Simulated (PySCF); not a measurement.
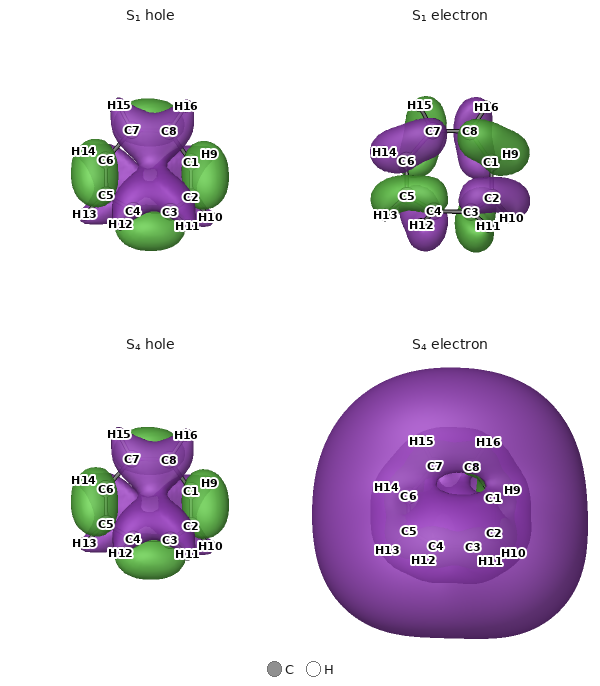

*C₈H₈, SMILES `C1=CC=CC=CC=C1`. Leading natural transition orbitals (TDA singlet states).*

Computed with PySCF, B3LYP/6-31+G*, geometry: GFN2-xTB. No frequency check shows the geometry to be a minimum.

> Describe these excited states.

By state:
- S₁: 4.00 eV (310 nm), f = 0.000 (dark); the leading pair carries 98 %; hole on C1, C2, C3, C4, C5, C6, C7 and C8 (11 % each), electron on C1, C2, C3, C4, C5, C6, C7 and C8 (11 % each); their centroids lie 0.0 Å apart.
- S₄: 5.47 eV (226 nm), f = 0.000 (dark), diffuse (Rydberg-like) orbital; the leading pair carries 99 %; hole on C1, C2, C3, C4, C5, C6, C7 and C8 (11 % each), electron on C1, C2, C3, C4, C5, C6, C7 and C8 (8 % each) (atom shares of so diffuse an orbital are rough); their centroids lie 0.0 Å apart.

The PySCF run took 10 min on 1 thread of Arm Neoverse V1 (shared host), peak memory 0.86 GiB.
